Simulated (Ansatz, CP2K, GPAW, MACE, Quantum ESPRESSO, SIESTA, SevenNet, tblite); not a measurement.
## Random rock-salt alloy of CaS and PbS (64 atoms): runs against a plane-wave reference

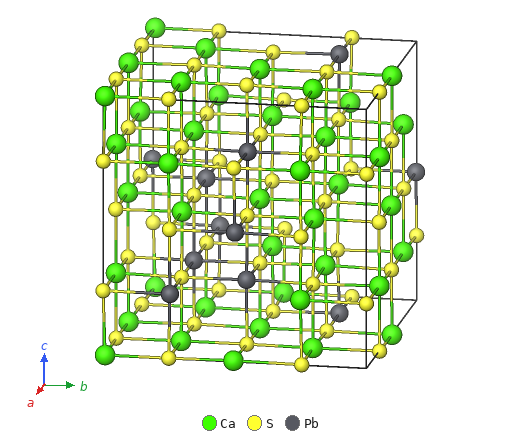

The cell (calcium green, sulfur yellow, lead dark grey). Some periodic images of atoms are drawn too.

The cell holds 64 atoms: 24 Ca, 32 S and 8 Pb. Cell: a = 11.503 Å, b = 11.503 Å, c = 11.503 Å, α = 90.0°, β = 90.0°, γ = 90.0°. It derives from CaS (rock-salt), repeated 2×2×2. Rock-salt CaS, 2 x 2 x 2 conventional cells, 8 of 32 Ca sites given to Pb at random (x = 0.250), lattice by Vegard's rule (a = 5.752 Å); not relaxed, displaced by a Gaussian of 0.02 Å. Then every atom was moved at random, 0.02 Å r.m.s. a Cartesian component.

Geometry: as built.

The reference, a calculation:

- method: Kohn-Sham DFT, PBE, PAW, plane waves (Ansatz 0.2.0); cutoff 420 eV, Γ point, fermi-dirac smearing of 0.05 eV; PAW set soft_2
- r.m.s. force component: 0.295 eV/Å
- longest force: 1.106 eV/Å
- pressure: 2.091 GPa
- gap (highest filled to lowest empty level): 1.891 eV
- SCF cycles: 8
- time: 8.9 s on 8 threads of Arm Neoverse V2, shared host
- CPU time: 62 s

Runs, in no order:
A. CP2K PBE, TZV2P-MOLOPT (SR for Ca, Pb), 600/50 Ry, diagonalisation: Kohn-Sham DFT, PBE, GTH-PBE pseudopotentials, Gaussian and plane waves, TZV2P-MOLOPT-GTH, diagonalisation
B. SIESTA PBE, SZP, shift 0.01 Ry, mesh 300 Ry: Kohn-Sham DFT, PBE, PseudoDojo 0.4.1 norm-conserving pseudopotentials (converted to PSML), numerical atomic orbitals (SZP), diagonalisation
C. GPAW PBE, LCAO dzp, h 0.2 Å, other mixer settings: Kohn-Sham DFT, PBE, PAW, atomic orbitals (dzp)
D. CP2K PBE, TZVP-UZH, 600/50 Ry, diagonalisation: Kohn-Sham DFT, PBE, GTH-PBE pseudopotentials, Gaussian and plane waves, TZVP-MOLOPT (UZH set), diagonalisation
E. QE PBE, sssp-1.3.0-efficiency, 45/360 Ry, rmm-davidson: Kohn-Sham DFT, PBE, SSSP efficiency 1.3.0 pseudopotentials, plane waves

**Question.** Rank the runs by how far their forces lie from the reference's, least first.

E, A, D, C, B.

```
                                                                  run  Δ force, r.m.s. (meV/Å)  share of r.m.s. force (%)  CPU time
            E. QE PBE, sssp-1.3.0-efficiency, 45/360 Ry, rmm-davidson                     3.97                       1.34    19 min
A. CP2K PBE, TZV2P-MOLOPT (SR for Ca, Pb), 600/50 Ry, diagonalisation                     11.2                       3.81   6.9 min
                    D. CP2K PBE, TZVP-UZH, 600/50 Ry, diagonalisation                     19.6                       6.64   4.1 min
                 C. GPAW PBE, LCAO dzp, h 0.2 Å, other mixer settings                     29.2                       9.89   6.2 min
                       B. SIESTA PBE, SZP, shift 0.01 Ry, mesh 300 Ry                      127                       43.1   1.8 min
```

The electronic-structure runs sample only Γ, in a cell whose shortest periodic width is 12 Å.

[Logs are printed without paths, hosts, clocks, repeated set-up lines and the standing remarks that a program may print on its own settings, such as how far it seeks lower states.]

[Hosts, paths, dates, database ids (printed as entryN), source tags and the programs' standing remarks are cut or masked in the printed files.]
